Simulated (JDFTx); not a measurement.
| Property | Value |
|---|---|
| surface | TiB2(0001), Ti outermost, slab composition Ti3B4 |
| bulk | TiB2, P6/mmm, lattice of mp-1145 (not re-optimised) |
| slab | 7 atoms in 5 planes, 1x1, 6.3 Å between the outermost planes |
| in-plane cell | 3.026 × 3.026 Å, 7.93 Å² |
| cell height | 22.5 Å |
| sampling | 8×8×1 k mesh, Fermi smearing 0.01 Ha, no spin polarisation |

Whether this polymorph is the ambient one wasn't checked. Neither spin polarisation nor a larger cell was tried.

Method: PBE, GBRV ultrasoft potentials, plane waves to 20/100 Ha, in a modified build of JDFTx. Liquid on both sides: CANDLE, water, 1 M KF; nuclei fixed. The electron chemical potential μ is absolute (zero in the bulk liquid) and is turned into a potential by U = −μ/e − 4.44 V vs SHE, a convention.

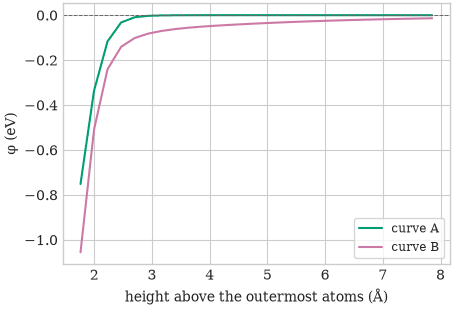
Figure: Plane-averaged electrostatic potential energy of an electron for two states of the electrode

### Question
One curve is the neutral slab. Which, and what is the sign of the other's charge?

### Answer
Curve A is neutral (potential of zero charge, -0.40 V). Curve B is positively charged, 15.0 μC/cm² at -0.14 V.
